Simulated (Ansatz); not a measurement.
C₂H₃S₂: several calculations on one system

## 1. Relaxation

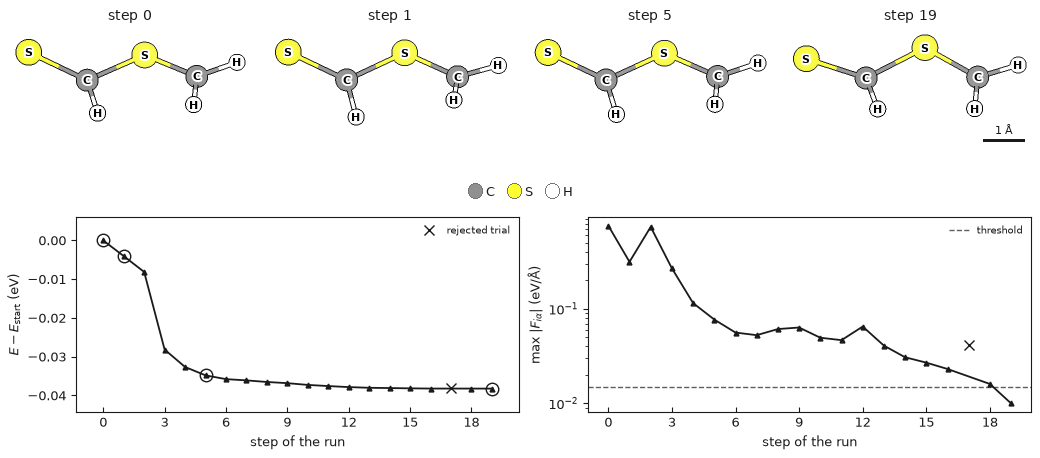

Frames of a relaxation of C2H3S2 (charge +1), marked on the history of the run. The picture is a ball-and-stick view, seen from a free direction.

The run prepares an end point of a later path (torsion) calculation, from a guessed geometry.

These are results of Ansatz 0.2.0, RKS r2SCANh-D4/def2-SVP, not measurements. Settings: no spin polarisation; force threshold 0.015 eV/Å; at most 40 steps.

**Describe the path.**

Over 18 accepted moves (19 points after the start) the energy falls by 0.038 eV. Largest force component: 0.76 eV/Å at the start, 0.01 eV/Å at the end. The line search rejected the trial step at point 17 of the run. The atom that moves furthest after the best rigid fit is an S atom (0.26 Å). Largest moves by element: S 0.26 Å, H 0.16 Å, C 0.08 Å. Among the contacts that change: C–H 1.081 → 1.097 Å, C–S 1.597 → 1.589 Å, C–S 1.818 → 1.825 Å. Among the angles between lasting bonds that change: C–S–C 102.8° → 105.4°. Groups turn about C–S by about 20°. From step 0 to 1: an H atom moves most (0.15 Å), energy −0.004 eV. From step 1 to 5: an H atom moves most (0.13 Å), energy −0.031 eV. From step 5 to 19: an S atom moves most (0.21 Å), energy −0.003 eV.

## 2. Relaxation

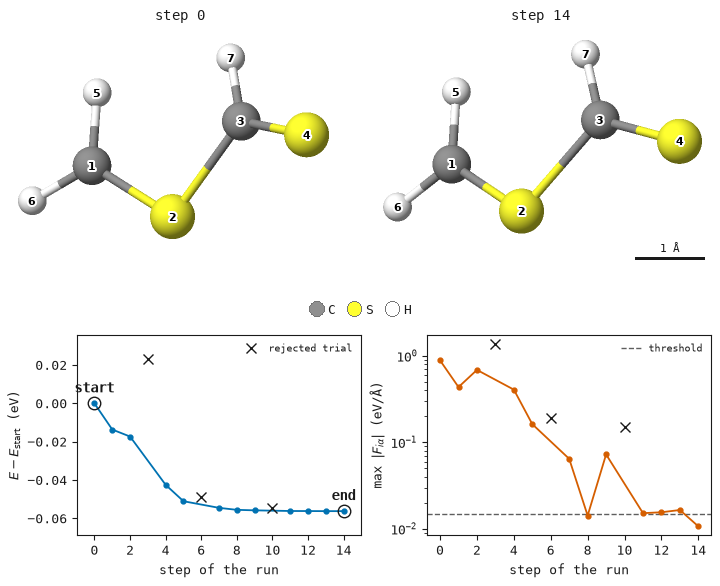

First and last geometry of a relaxation of C2H3S2 (charge +1), with the history of the run. Style: ball-and-stick. Shown from a free direction.

The run prepares an end point of a later path (torsion) calculation, from a guessed geometry.

These are results of Ansatz 0.2.0, RKS r2SCANh-D4/def2-SVP, not measurements. Set-up: no spin polarisation; force threshold 0.015 eV/Å; at most 40 steps.

> Did the run converge, and what did it change?

It converged. The largest move after the best rigid fit is that of S2, 0.26 Å. By element the largest moves are S 0.26 Å, H 0.15 Å, C 0.08 Å. Some distances before and after: C1–H5 1.081 → 1.098 Å, C3–S4 1.597 → 1.589 Å, S2–C3 1.818 → 1.825 Å. Bond angles that change, for instance: S2–C1–H6 123.6° → 118.0°, S2–C1–H5 119.0° → 123.0°, C1–S2–C3 102.8° → 105.4°. Groups turn about S2–C3 by about 20°. Over 11 accepted moves (14 points after the start) the energy falls by 0.056 eV. The largest force component goes from 0.89 to 0.011 eV/Å. The line search rejected the trial steps at points 3, 6, 10 of the run. The forces were under the threshold at step 8, but the run went on from there. The run took 27 s on 2 threads of Intel(R) Xeon(R) CPU @ 2.60GHz (Ice Lake), with other jobs on the host, peak memory 0.19 GiB.

## 3. Path

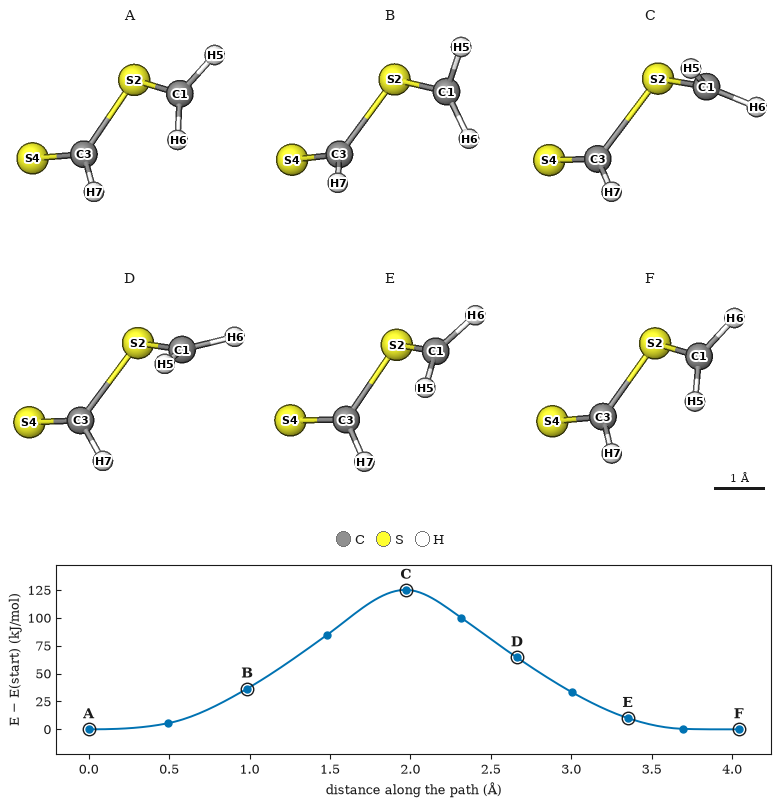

A search for the minimum-energy path of C₂H₃S₂ (charge +1) by the nudged elastic band. Images are numbered from 0 (start) to 10 (end). Frames A to F are images 0, 2, 4, 6, 8, 10. A ball-and-stick model, seen from a free direction.

All numbers below come from RKS r2SCANh-D4/def2-SVP (Ansatz). Settings: 9 movable images; climbing image; force threshold 0.05 eV/Å; iteration limit 60; starting path through a guess of the saddle point.

What happens along the path, and what is the barrier?

Answer. The two ends have the same energy, and the highest point, image 4, lies 125.2 kJ/mol above the start. The motion is a rotation about the C1–S2 bond by about 180°. No bond forms or breaks between the ends. Bond angles that change up to the highest image, for instance: S2–C3–H7 112.7° → 102.0°, S4–C3–H7 127.8° → 137.3°. The band converged in 34 iterations. The largest component of the band force went from 50 to 0.036 eV/Å. The climbing image converged on the top of the path. Its vibrational analysis gives one imaginary mode (873i cm⁻¹), as a transition state must have.
